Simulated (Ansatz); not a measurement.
# H started at a bond centre in rocksalt KF, 65 atoms, charge 0, part 2 of 3

Ansatz 0.2.0, PAW. The steps go on from the part before.

**3. HSE06 on the final geometry**

Input file in.yaml:

```yaml
crystal:
  lattice:
    - [10.611928, 0.000000, 0.000000]
    - [0.000000, 10.611928, 0.000000]
    - [0.000000, 0.000000, 10.611928]
  atoms:
    - { symbol: F, position: [0.249410, 0.001981, 0.998426] }
    - { symbol: F, position: [0.248736, 0.000190, 0.497613] }
    - { symbol: F, position: [0.248752, 0.502794, 0.000213] }
    - { symbol: F, position: [0.247709, 0.503806, 0.496592], spin: 0.091 }
    - { symbol: F, position: [0.749385, 0.002140, 0.998283] }
    - { symbol: F, position: [0.749555, 0.001959, 0.498318] }
    - { symbol: F, position: [0.749568, 0.502110, 0.998465] }
    - { symbol: F, position: [0.751311, 0.502773, 0.497653] }
    - { symbol: F, position: [0.999081, 0.252219, 0.998353] }
    - { symbol: F, position: [0.997829, 0.251137, 0.497541] }
    - { symbol: F, position: [0.999387, 0.752147, 0.998601] }
    - { symbol: F, position: [0.999583, 0.751944, 0.498646] }
    - { symbol: F, position: [0.499868, 0.251667, 0.999453] }
    - { symbol: F, position: [0.501406, 0.250104, 0.495863], spin: 0.091 }
    - { symbol: F, position: [0.499308, 0.752442, 0.998382] }
    - { symbol: F, position: [0.500372, 0.753674, 0.497584], spin: 0.091 }
    - { symbol: F, position: [0.999385, 0.001821, 0.248275] }
    - { symbol: F, position: [0.999086, 0.002066, 0.748201] }
    - { symbol: F, position: [0.999590, 0.501772, 0.248468] }
    - { symbol: F, position: [0.997846, 0.502871, 0.749279] }
    - { symbol: F, position: [0.499303, 0.002045, 0.247985] }
    - { symbol: F, position: [0.499868, 0.000973, 0.748762] }
    - { symbol: F, position: [0.500377, 0.502848, 0.246750], spin: 0.091 }
    - { symbol: F, position: [0.501417, 0.504558, 0.750316], spin: 0.091 }
    - { symbol: F, position: [0.248656, 0.251142, 0.246680] }
    - { symbol: F, position: [0.246974, 0.250142, 0.750269] }
    - { symbol: F, position: [0.249740, 0.751923, 0.248480] }
    - { symbol: F, position: [0.248667, 0.753719, 0.749270] }
    - { symbol: F, position: [0.749459, 0.252209, 0.247989] }
    - { symbol: F, position: [0.750579, 0.251665, 0.748764] }
    - { symbol: F, position: [0.749696, 0.752127, 0.248301] }
    - { symbol: F, position: [0.749467, 0.752433, 0.748221] }
    - { symbol: K, position: [0.999426, 0.002229, 0.998192] }
    - { symbol: K, position: [0.998688, 0.001125, 0.498295] }
    - { symbol: K, position: [0.998706, 0.502127, 0.999286] }
    - { symbol: K, position: [0.999862, 0.501806, 0.498609] }
    - { symbol: K, position: [0.499350, 0.001653, 0.998778] }
    - { symbol: K, position: [0.499407, 0.002272, 0.498192] }
    - { symbol: K, position: [0.499420, 0.502237, 0.998162] }
    - { symbol: K, position: [0.505053, 0.507350, 0.493078], spin: 0.091 }
    - { symbol: K, position: [0.249283, 0.252131, 0.998118] }
    - { symbol: K, position: [0.244130, 0.246401, 0.492973], spin: 0.091 }
    - { symbol: K, position: [0.249393, 0.752849, 0.999288] }
    - { symbol: K, position: [0.249714, 0.751661, 0.498620], spin: 0.091 }
    - { symbol: K, position: [0.749883, 0.252165, 0.998772] }
    - { symbol: K, position: [0.749240, 0.252116, 0.498208] }
    - { symbol: K, position: [0.749307, 0.752102, 0.998232] }
    - { symbol: K, position: [0.750393, 0.752819, 0.498295] }
    - { symbol: K, position: [0.249394, 0.001118, 0.247553] }
    - { symbol: K, position: [0.249290, 0.002305, 0.748280] }
    - { symbol: K, position: [0.249725, 0.501786, 0.248748], spin: 0.091 }
    - { symbol: K, position: [0.244168, 0.507410, 0.753981], spin: 0.091 }
    - { symbol: K, position: [0.749298, 0.002203, 0.248319] }
    - { symbol: K, position: [0.749881, 0.001661, 0.748257] }
    - { symbol: K, position: [0.750392, 0.502134, 0.247606] }
    - { symbol: K, position: [0.749248, 0.502216, 0.748308] }
    - { symbol: K, position: [0.998630, 0.251851, 0.247502] }
    - { symbol: K, position: [0.999268, 0.252214, 0.748208] }
    - { symbol: K, position: [0.999743, 0.751758, 0.248651] }
    - { symbol: K, position: [0.998646, 0.752905, 0.748571] }
    - { symbol: K, position: [0.499308, 0.252202, 0.248157] }
    - { symbol: K, position: [0.503937, 0.247620, 0.752800] }
    - { symbol: K, position: [0.499677, 0.752876, 0.247547] }
    - { symbol: K, position: [0.499319, 0.752267, 0.748232] }
    - { symbol: H, position: [0.373314, 0.378127, 0.622194], spin: 0.091 }
  symmetry: { detect: false }
kpoints:
  mp_grid: { grid: [1, 1, 1], shift: [0.25, 0.25, 0.25] }
hamiltonian:
  xc: hse06
magnetization:
  spin_polarized: true
scf:
  occupations: { method: fermi_dirac, width: 0.01 }
output:
  forces: true
  eigenvalues: true
  populations: true
  eigenstates: { kpoints: [[0.25, 0.25, 0.25]], e_range: [-6.0, 6.0], localisation: true }
```

The run is started by

```
$ ansatz run in.yaml --threads 4 --pin off --max-ram 42750MiB --runs-dir r --events-out ev --progress --plain --backend cuda --devices 0, --max-vram 37GiB
```

The program printed:

```text
Pseudopotentials: kind: paw
Functional definition: HSE06
  parameter a = 0.25
  parameter omega = 0.11/bohr
  exchange = pbe_x - a*pbe_x_sr(omega) + a*exact_x_sr(omega)
  correlation = pbe_c
Crystal: 65 atoms, lattice volume = 1195.041 Å³
Basis set: ecut = 420 eV, 23439 PW (Γ), exchange–correlation on 144×144×144 points (8 copies of the dense FFT grid, shifted against one another)
Bands: 323, of which v1, the nominal top of the filled ones, is band 257 counted from 1 (256 counted from 0)
Symmetry: 1 space group operations
k-points: 1
Non-local potential: F, projectors of the file, l = 0: 2, l = 1: 2, l = 2: 1
Non-local potential: K, projectors of the file, l = 0: 3, l = 1: 2, l = 2: 2
Non-local potential: H, projectors of the file, l = 0: 2, l = 1: 1
PAW form: soft (Blöchl's): semilocal exchange-correlation on the pseudo side does not see the compensation charge
PAW frozen core: F, regenerated for the run's functional, and the local potential with it (the file was generated under x = pbe(κ = 0.804, μ = 0.2195149727645171), c = pbe(β = 0.06672455060314922))
PAW frozen core: K, regenerated for the run's functional, and the local potential with it (the file was generated under x = pbe(κ = 0.804, μ = 0.2195149727645171), c = pbe(β = 0.06672455060314922))
PAW one-centre angular grid: F, 110 points (default); XC on 64 Gauss nodes
PAW one-centre angular grid: K, 110 points (default); XC on 64 Gauss nodes
PAW one-centre angular grid: H, 110 points (default); XC on 64 Gauss nodes
Initial density: superposition of atomic densities (chi_scale 0.1, normalization cell, long waves kept (reshape's long-wave potential 0.01 eV rms))
Starting moments: Σ|m| = 1.001 μB on 11 of 65 sites
Initial wavefunctions: pseudopotential atomic-orbital guess
Functional: x = pbe(κ = 0.804, μ = 0.2195149727645171), c = pbe(β = 0.06672455060314922), warm-up for x = pbe(κ = 0.804, μ = 0.2195149727645171) + 0.25 (exact − pbe) at short range (hse, ω = 0.20786987370883472 Å⁻¹), c = pbe(β = 0.06672455060314922); HSE06 as pw.x's `hse` composes it (authors' and Libxc's form: `xc: wpbeh`)
iter 1 solved again at ethr=7.88e-2 eV; its pass at ethr=1.00e-1 eV (dr2=4.04e2 eV) is discarded
SCF iter   1: F=—  HF=-75272.294134 eV  |F-HF|=—  |Δ(HF+E_count)|=         —  Δρ=9.91e-2 (↑9.77e-2 ↓9.91e-2)  dr2=4.05e2  dr2_m=1.96e-1  M=0.998 μB ∫|m|=1.081 μB  β_m=0.30  ethr=7.88e-2  ⟨swp⟩=3.0  Hψ=3736  notcnv=0
preconditioner: auto → none  [insulator: Δε(μ)=0.141 eV  Ē_g=15.111 eV  σ=0.010 eV  W_gap=1.00  n_scr=256 (ndim 8)  ℏωp=22.8 eV  f_vac=0.000  D(μ)=0.17/eV (n_scr^D=0)]
iter 2 solved again at ethr=4.32e-3 eV; its pass at ethr=7.88e-2 eV (dr2=2.22e1 eV) is discarded
SCF iter   2: F=—  HF=-75178.082217 eV  |F-HF|=—  |Δ(HF+E_count)|=    9.42e1  Δρ=2.62e-2 (↑2.43e-2 ↓2.62e-2)  dr2=2.21e1  dr2_m=3.06e-1  M=1.000 μB ∫|m|=1.071 μB  β_m=0.30  ethr=4.32e-3  ⟨swp⟩=8.0  Hψ=3275  notcnv=0
SCF iter   3: F=—  HF=-75173.335673 eV  |F-HF|=—  |Δ(HF+E_count)|=    4.75e0  Δρ=1.12e-2 (↑1.04e-2 ↓1.12e-2)  dr2=4.95e0  dr2_m=1.52e-1  M=1.000 μB ∫|m|=1.081 μB  β_m=0.30  ethr=4.31e-3  ⟨swp⟩=3.5  Hψ=1312  notcnv=0
SCF iter   4: F=—  HF=-75173.760295 eV  |F-HF|=—  |Δ(HF+E_count)|=   4.25e-1  Δρ=6.32e-3 (↑6.32e-3 ↓5.80e-3)  dr2=7.90e-1  dr2_m=8.46e-2  M=1.000 μB ∫|m|=1.058 μB  β_m=0.30  ethr=9.65e-4  ⟨swp⟩=20.0  Hψ=2106  notcnv=4
SCF iter   5: F=—  HF=-75174.032111 eV  |F-HF|=—  |Δ(HF+E_count)|=   2.72e-1  Δρ=3.78e-3 (↑3.41e-3 ↓3.78e-3)  dr2=2.37e-1  dr2_m=5.68e-2  M=1.000 μB ∫|m|=1.054 μB  β_m=0.30  ethr=1.54e-4  ⟨swp⟩=7.0  Hψ=1914  notcnv=0  defer=6
Mixer restart at iter 5: flushing history
spin-set hold released at iteration 5 (site moments contracting): the magnetisation degrees of freedom join the quasi-Newton model from the next iteration; the mixer history was flushed
SCF iter   6: F=—  HF=-75174.081933 eV  |F-HF|=—  |Δ(HF+E_count)|=   4.98e-2  Δρ=2.09e-3 (↑2.06e-3 ↓2.09e-3)  dr2=3.63e-2  dr2_m=3.17e-2  M=1.000 μB ∫|m|=1.051 μB  β_m=0.40  ethr=4.62e-5  ⟨swp⟩=7.0  Hψ=1747  notcnv=0  defer=6
SCF iter   7: F=—  HF=-75174.169154 eV  |F-HF|=—  |Δ(HF+E_count)|=   8.72e-2  Δρ=1.22e-3 (↑1.11e-3 ↓1.22e-3)  dr2=1.09e-2  dr2_m=1.13e-2  M=1.000 μB ∫|m|=1.048 μB  β_m=0.53  ethr=7.07e-6  ⟨swp⟩=8.0  Hψ=1712  notcnv=0  defer=7
[... 1 line left out ...]
SCF 1 stopped early in 8 iterations: F = -75174.217710 eV  dr2 = 6.23e-4
Initial density: handed on by an earlier stage of this run
Starting moments: Σ|m| = 1.001 μB on 11 of 65 sites; this step starts from the density that it was given
Initial wavefunctions: those handed on with the density
Functional: x = pbe(κ = 0.804, μ = 0.2195149727645171) + 0.25 (exact − pbe) at short range (hse, ω = 0.20786987370883472 Å⁻¹), c = pbe(β = 0.06672455060314922); HSE06 as pw.x's `hse` composes it (authors' and Libxc's form: `xc: wpbeh`)
Exchange kernel: α = 0.2500, screened, ω = 0.2079 Å⁻¹, Wigner–Seitz truncation, v(0) = 933.1622 eV·Å³, q-mesh 1×1×1, nearest image of the exchange supercell L = 10.61 Å, pair-density grid 54×54×54, without the augmentation charges, whose exchange is taken in its separable form (sized by the pseudopotential files, 72×72×72 at the most)
Frozen-core exchange: fock
[... 1 line left out ...]
preconditioner: auto → none  [insulator: Δε(μ)=4.803 eV  Ē_g=18.865 eV  σ=0.010 eV  W_gap=1.00  n_scr=256 (ndim 8)  ℏωp=22.8 eV  f_vac=0.116  D(μ)=0.00/eV (n_scr^D=0)]
[... 3 lines left out ...]
SCF iter   5: F=—  HF=-75196.644172 eV  |F-HF|=—  |Δ(HF+E_count)|=   3.10e-3  Δρ=4.59e-4 (↑4.22e-4 ↓4.59e-4)  dr2=8.77e-3  dr2_m=9.13e-5  M=1.000 μB ∫|m|=1.049 μB  β_m=0.60  ethr=1.21e-6  ⟨swp⟩=7.0  Hψ=1362  notcnv=0  defer=3
SCF iter   6: F=—  HF=-75196.642289 eV  |F-HF|=—  |Δ(HF+E_count)|=   1.88e-3  Δρ=1.16e-4 (↑9.46e-5 ↓1.16e-4)  dr2=5.00e-4  dr2_m=1.78e-5  M=1.000 μB ∫|m|=1.048 μB  β_m=0.65  ethr=1.21e-6  ⟨swp⟩=6.0  Hψ=1712  notcnv=0  defer=3
SCF iter   7: F=-75196.642244 eV  HF=-75196.642239 eV  |F-HF|=4.54e-6  |Δ(HF+E_count)|=   5.04e-5  Δρ=2.06e-5 (↑2.06e-5 ↓1.93e-5)  dr2=5.74e-6  dr2_m=2.88e-6  M=1.000 μB ∫|m|=1.048 μB  ethr=9.72e-8  ⟨swp⟩=6.5  Hψ=1520  notcnv=0  defer=3
SCF 2 stopped early in 7 iterations: F = -75196.642244 eV  dr2 = 5.74e-6
  Residual-converged pass: ⟨swp⟩=4.0  Hψ=1701  notcnv=0  max |occ|·‖R‖ = 6.6e-6 eV (tolerance 6.7e-6 eV)  dr2=5.69e-6  dr2_m=2.90e-6  dr2_onsite=4.25e-7  max |Δocc| = 0.0e0
hybrid outer 1: dexx = +1.369e-1 eV, tail = 1.89e-4 eV
SCF iter   1: F=—  HF=-75196.643532 eV  |F-HF|=—  |Δ(HF+E_count)|=         —  Δρ=2.24e-5 (↑2.15e-5 ↓2.24e-5)  dr2=8.20e-6  dr2_m=9.12e-8  M=1.000 μB ∫|m|=1.048 μB  β_m=0.30  ethr=1.84e-7  ⟨swp⟩=13.0  Hψ=1671  notcnv=0
preconditioner: auto → none  [insulator: Δε(μ)=5.275 eV  Ē_g=18.778 eV  σ=0.010 eV  W_gap=1.00  n_scr=256 (ndim 8)  ℏωp=22.8 eV  f_vac=0.136  D(μ)=0.00/eV (n_scr^D=0)]
SCF iter   2: F=—  HF=-75196.643534 eV  |F-HF|=—  |Δ(HF+E_count)|=   1.27e-6  Δρ=1.44e-5 (↑1.36e-5 ↓1.44e-5)  dr2=1.94e-6  dr2_m=1.19e-7  M=1.000 μB ∫|m|=1.048 μB  β_m=0.41  ethr=1.57e-9  ⟨swp⟩=6.0  Hψ=1399  notcnv=0  defer=4
SCF iter   3: F=—  HF=-75196.643534 eV  |F-HF|=—  |Δ(HF+E_count)|=   7.68e-7  Δρ=7.08e-6 (↑7.08e-6 ↓6.63e-6)  dr2=5.07e-7  dr2_m=5.01e-8  M=1.000 μB ∫|m|=1.048 μB  β_m=0.61  ethr=3.75e-10  ⟨swp⟩=6.5  Hψ=1708  notcnv=0  defer=4
SCF iter   4: F=—  HF=-75196.643535 eV  |F-HF|=—  |Δ(HF+E_count)|=   1.64e-7  Δρ=4.44e-6 (↑3.72e-6 ↓4.44e-6)  dr2=3.72e-7  dr2_m=1.42e-8  M=1.000 μB ∫|m|=1.048 μB  β_m=0.54  ethr=9.82e-11  ⟨swp⟩=6.5  Hψ=1772  notcnv=0  defer=4
SCF iter   5: F=—  HF=-75196.643535 eV  |F-HF|=—  |Δ(HF+E_count)|=   6.50e-8  Δρ=2.01e-6 (↑1.77e-6 ↓2.01e-6)  dr2=9.45e-8  dr2_m=3.22e-9  M=1.000 μB ∫|m|=1.048 μB  β_m=0.60  ethr=7.17e-11  ⟨swp⟩=6.0  Hψ=1312  notcnv=0  defer=4
SCF iter   6: F=—  HF=-75196.643535 eV  |F-HF|=—  |Δ(HF+E_count)|=   1.98e-8  Δρ=3.01e-7 (↑2.39e-7 ↓3.01e-7)  dr2=4.46e-10  dr2_m=6.22e-10  M=1.000 μB ∫|m|=1.048 μB  β_m=0.73  ethr=1.83e-11  ⟨swp⟩=7.0  Hψ=1574  notcnv=0  defer=2
SCF iter   7: F=-75196.643535 eV  HF=-75196.643535 eV  |F-HF|=4.66e-10  |Δ(HF+E_count)|=   1.16e-9  Δρ=1.63e-7 (↑1.63e-7 ↓1.51e-7)  dr2=5.16e-10  dr2_m=6.77e-11  M=1.000 μB ∫|m|=1.048 μB  ethr=2.00e-12 (applied; sched 1.00e-12)  ⟨swp⟩=7.0  Hψ=1179  notcnv=0
SCF 3 converged in 7 iterations: F = -75196.643535 eV  dr2 = 5.16e-10
  Residual-converged pass: ⟨swp⟩=3.0  Hψ=1351  notcnv=0  max |occ|·‖R‖ = 2.2e-7 eV (tolerance 2.7e-7 eV)  dr2=6.99e-10  dr2_m=6.89e-11  dr2_onsite=5.57e-11  max |Δocc| = 0.0e0
[... from here the SCF cycle lines were not kept, up to the last twenty ...]
hybrid outer 2: dexx = +3.059e-6 eV, tail = 5.17e-8 eV, Δε = 2.35e-3 eV (about 4.12e-5 eV left of the loop's levels), ΔF = 4.23e-3 eV/Å (tail 3.42e-4)
NSCF: frozen V_eff on 1 k-points
this state was not tested for a lower state beside it, because the functional holds exact exchange (a hybrid, or Hartree-Fock), whose exchange loop this test does not read (fock_operator); the stability check (scf.self_checks: high) cannot read this state: a pseudopotential is PAW: the check reads norm-conserving sets alone
hybrid SCF converged: 2 outer / 14 inner (+8 warm-up), last move |dexx| = 3.06e-6 eV, tail = 5.17e-8 eV
Magnetization: 1.0000 μB (257.0000 up, 256.0000 down)
Absolute magnetization: 1.0484 μB (∫|ρ↑−ρ↓|, with the PAW one-centre terms)
Spin contamination: 0.0016 ħ² per cell (⟨S²⟩ above its minimum at these occupations)
Per-site moments (μB) at R_I (Å): [(1.5202225289592697e-5, 1.0905401324902229), (0.00011067618564026455, 1.078148945774394), (0.00011210543956929735, 1.0782370687964518), (0.030001245730797006, 0.9525058308113881), (2.6518598517874036e-6, 1.0944687747744926), (1.5198762827370621e-5, 1.0905659669039074), (1.8285101739160267e-5, 1.0905876627631923), (0.00011237607174344735, 1.0783469242083328), (1.5 [...]
Free energy (F): -75196.643535 eV
Harris-Foulkes:  -75196.643535 eV  (|F-HF|=4.66e-10)
Internal energy: -75196.643535 eV  (E = F + TS)
E sigma→0 (E₀):  -75196.643535 eV
Fermi energy:    4.327384 eV
--- Per-component energies (eV) ---
  E_band       = -4939.538115
  E_kinetic    = 14885.308958
  E_local      = -35234.768543  (includes V_loc(G=0)·N_el)
  E_nonlocal   = 2708.954845
  E_hartree    = 12738.268343
  E_xc         = -5546.558456
  E_vxc        = -6841.615211  (∫ρ·V_xc dr)
  E_exx        = -1629.741704  (= α·E_x^exact, valence–valence)
  E_paw        = -31231.131064  (= ΣΔE_a)
  E_vpaw       = -2674.539231  (= ΣTr[D̂ρ^β])
  E_aug_tail   = 0.064605  (compensation charges beyond the density's cutoff)
  E_ewald      = -31881.558070
  E_core_change = -5.482412  (= ΣΔE_core)
  E_smearing   = -0.000000  (= −TS)
  E_closure    = -0.000037  (closes the sum)
  Σ components = -75196.643535   (vs F -75196.643535, Δ=0.00e0)
--- Forces (eV/Å), atoms counted from 1 ---
  atom   1  F      0.00062165     0.00022734    -0.00008352
  atom   2  F      0.00012694     0.00226175     0.00000138
  atom   3  F      0.00003096    -0.00000880    -0.00223399
  atom   4  F     -0.01423247     0.01402131    -0.01394811
  atom   5  F     -0.00068496     0.00064082    -0.00054682
  atom   6  F     -0.00031870     0.00028179     0.00048263
  atom   7  F     -0.00032351    -0.00062153    -0.00015331
  atom   8  F     -0.00206608    -0.00000431    -0.00011332
  atom   9  F      0.00098917     0.00020722     0.00028022
  atom  10  F      0.00073986     0.00092403     0.00026308
  atom  11  F      0.00045243    -0.00046944    -0.00139549
  atom  12  F     -0.00135881     0.00097776     0.00005830
  atom  13  F      0.00077371    -0.00100477    -0.00008057
  atom  14  F      0.00962342    -0.00985262    -0.00833874
  atom  15  F     -0.00028794    -0.00080403     0.00046954
  atom  16  F     -0.00073145    -0.00050508    -0.00010783
  atom  17  F      0.00040468     0.00133250     0.00041069
  atom  18  F      0.00091152    -0.00029761    -0.00023453
  atom  19  F     -0.00146828    -0.00012664    -0.00095015
  atom  20  F      0.00076070    -0.00021404    -0.00100618
  atom  21  F     -0.00030768    -0.00035223     0.00082028
  atom  22  F      0.00080862     0.00009115     0.00092419
  atom  23  F     -0.00071490    -0.00008105     0.00063408
  atom  24  F      0.00958043     0.00816818     0.00984016
  atom  25  F      0.00026420     0.00045392     0.00105497
  atom  26  F     -0.00827888    -0.01001950     0.00992837
  atom  27  F      0.00019984     0.00150104    -0.00134664
  atom  28  F      0.00019718    -0.00082399    -0.00060919
  atom  29  F      0.00047666     0.00024099     0.00076954
  atom  30  F     -0.00030904    -0.00104718     0.00092466
  atom  31  F     -0.00139979    -0.00031690     0.00032613
  atom  32  F      0.00058836    -0.00064126    -0.00026512
  atom  33  K      0.00089102     0.00061160    -0.00076032
  atom  34  K     -0.00042569     0.00007512    -0.00001914
  atom  35  K     -0.00054856    -0.00005129    -0.00013304
  atom  36  K     -0.00087438     0.00086674    -0.00083761
  atom  37  K      0.00036196    -0.00109289     0.00084180
  atom  38  K      0.00010043     0.00045318    -0.00028580
  atom  39  K     -0.00001477     0.00018818    -0.00105470
  atom  40  K     -0.00022761     0.00104265    -0.00090215
  atom  41  K      0.00017347    -0.00013287    -0.00113700
  atom  42  K     -0.00000200     0.00193879     0.00093022
  atom  43  K      0.00045231    -0.00003399     0.00002613
  atom  44  K     -0.00098075     0.00081389    -0.00146918
  atom  45  K      0.00081687    -0.00001663     0.00143952
  atom  46  K     -0.00050797    -0.00028570    -0.00111327
  atom  47  K     -0.00083528    -0.00119955    -0.00174796
  atom  48  K     -0.00034532     0.00034533     0.00107736
  atom  49  K      0.00023479    -0.00013223     0.00017910
  atom  50  K     -0.00002002     0.00060624     0.00024065
  atom  51  K     -0.00122148     0.00169044    -0.00088097
  atom  52  K     -0.00000208    -0.00072578    -0.00170635
  atom  53  K     -0.00070215     0.00138945     0.00137421
  atom  54  K      0.00096438    -0.00183156     0.00021657
  atom  55  K     -0.00014722    -0.00107506    -0.00033760
  atom  56  K     -0.00051462     0.00115673     0.00036594
  atom  57  K     -0.00072413     0.00090797     0.00021228
  atom  58  K      0.00165600    -0.00055883     0.00047794
  atom  59  K      0.00069286     0.00000053     0.00029570
  atom  60  K     -0.00089064     0.00001084    -0.00094181
  atom  61  K      0.00126177    -0.00084850     0.00124198
  atom  62  K      0.00397442    -0.00468001     0.00503106
  atom  63  K     -0.00156735     0.00028019    -0.00011200
  atom  64  K      0.00110936    -0.00130255     0.00068120
  atom  65  H      0.00396100    -0.00476324     0.00536274
  max |Σ_I F_I| component: 2.33e-3 eV/Å
--- Band table (eV) ---
  k-point 0 ↑: bands = [... 244 lower levels ..., "-0.0793", "-0.0733", "-0.0729", "-0.0712", "-0.0689", "-0.0672", "-0.0661", "-0.0545", "-0.0544", "-0.0500", "-0.0291", "-0.0280", "1.6886", "8.8368", "9.7530", "9.7532", "9.8558", "10.5474", "10.5475", "10.5727", "10.6777", "10.6777", "10.7415", "11.0140", ... 55 higher levels ...]
  k-point 0 ↓: bands = [... 244 lower levels ..., "-0.0684", "-0.0635", "-0.0567", "-0.0560", "-0.0534", "-0.0532", "-0.0346", "-0.0274", "-0.0260", "0.0037", "0.0215", "0.0230", "6.9661", "8.8817", "9.7569", "9.7570", "9.9008", "10.5509", "10.5510", "10.5871", "10.6776", "10.6776", "10.7600", "11.0223", ... 55 higher levels ...]
--- Löwdin populations: 65 sites ---
  site symbol       q [e]    m [muB]
     0      F      7.8039     0.0000
     1      F      7.8040     0.0001
[... 1 atom left out ...]
     3      F      7.7926     0.0249
[... 11 atoms left out ...]
    15      F      7.8039     0.0001
[... 6 atoms left out ...]
    22      F      7.8039     0.0001
    23      F      7.7938     0.0225
[... 15 atoms left out ...]
    39      K      8.1302     0.0086
[... 1 atom left out ...]
    41      K      8.1302     0.0086
[... 1 atom left out ...]
    43      K      8.1287     0.0005
[... 6 atoms left out ...]
    50      K      8.1288     0.0004
[... 13 atoms left out ...]
    64      H      1.0293     0.8615
  spilling = 0.004212 (of n_electrons = 513.000000)
```

It took 58 s on 1 × NVIDIA H100 80GB HBM3 with 4 threads of AMD EPYC 7R13, shared host; peak host memory 3.1 GiB.

Top filled level 1.689 eV, lowest empty level 6.966 eV: 5.28 eV apart at the single k point (¼, ¼, ¼).

Frontier states and how far they spread:

```
level (eV)  spin  filling  atoms sharing it  main element  its share  largest atom
      0.00    up     1.00               3.3             H       0.50    H65 (0.50)
      5.28  down     0.00               2.1             H       0.68    H65 (0.68)
```

The largest force by HSE06 is only 0.02 eV/Å (on F4), so the positions lie close to this level's own in this cell.

Largest Löwdin moments: H65 +0.86, F4 +0.02, F26 +0.02, F14 +0.02, F24 +0.02.

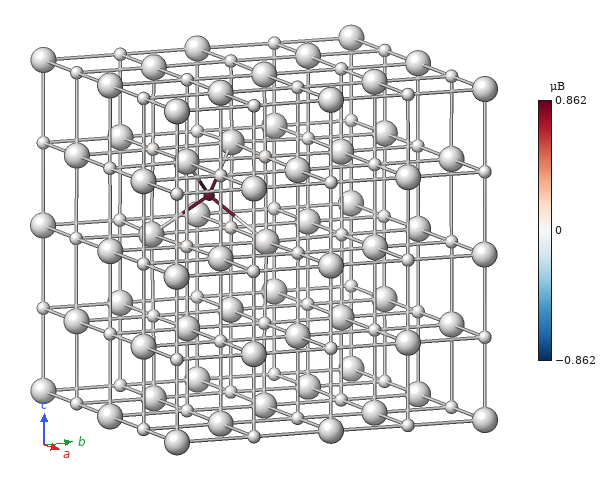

The cell with each atom coloured by its Löwdin moment.

[end of part 2 of 3]
